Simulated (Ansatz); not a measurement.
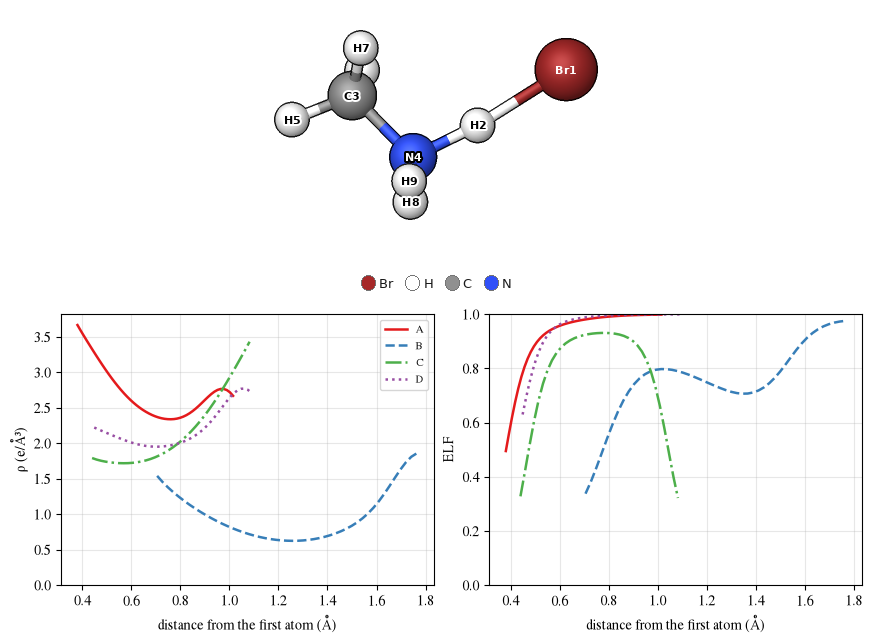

Figure 1: CH6BrN. Total electron density and ELF along straight lines between neighbouring atoms. The curves leave out the atomic cores. The structure is drawn too.

Geometry: PBE0-D4/def2-TZVP.

Theory: Ansatz 0.2.0, RKS PBE0-D4/def2-TZVPPD.

Input

```
crystal:
  periodic: [false, false, false]
  atoms:
    - {symbol: Br, position_ang: [-0.241869, 0.274554, -2.804256]}
    - {symbol: H, position_ang: [-0.152747, -0.357297, -1.159959]}
    - {symbol: C, position_ang: [0.138473, 0.564896, 0.772061]}
    - {symbol: N, position_ang: [-0.074520, -0.666739, 0.002827]}
    - {symbol: H, position_ang: [0.219621, 0.367478, 1.841026]}
    - {symbol: H, position_ang: [-0.695428, 1.236938, 0.576509]}
    - {symbol: H, position_ang: [1.047447, 1.040817, 0.408008]}
    - {symbol: H, position_ang: [-0.935263, -1.138802, 0.260994]}
    - {symbol: H, position_ang: [0.694385, -1.321846, 0.102789]}
basis:
  gaussian: {orbitals: "def2-TZVPPD.json"}
hamiltonian: {xc: pbe0, dispersion: d4}
output: {orbitals: {seedname: orbitals}}
```

Launched as:

```sh
ansatz run in.yaml --threads 4 --pin off --events-out ev --progress --plain --max-ram 9574MiB
```

Which curve belongs to which contact (Br–H, C–H, C–N and N–H)? The first atom named is at distance zero.

Answer. Curve A: N–H (1.02 Å): the density is about 3 e/Å³ at the midpoint; the ELF climbs to about 1 towards the hydrogen, as it does in any bond to H: a covalent bond by its length. Curve B: Br–H (1.76 Å): ρ is about 1 e/Å³ halfway; the ELF climbs to about 0.90 towards the hydrogen. Curve C: C–N (1.47 Å): ρ is about 1.9 e/Å³ halfway; the ELF peaks at about 0.95 between the atoms, as expected for a shared electron pair. Curve D: C–H (1.09 Å): the density is about 2.1 e/Å³ at the midpoint; the ELF climbs to about 1 towards the hydrogen; an ordinary covalent bond to hydrogen.
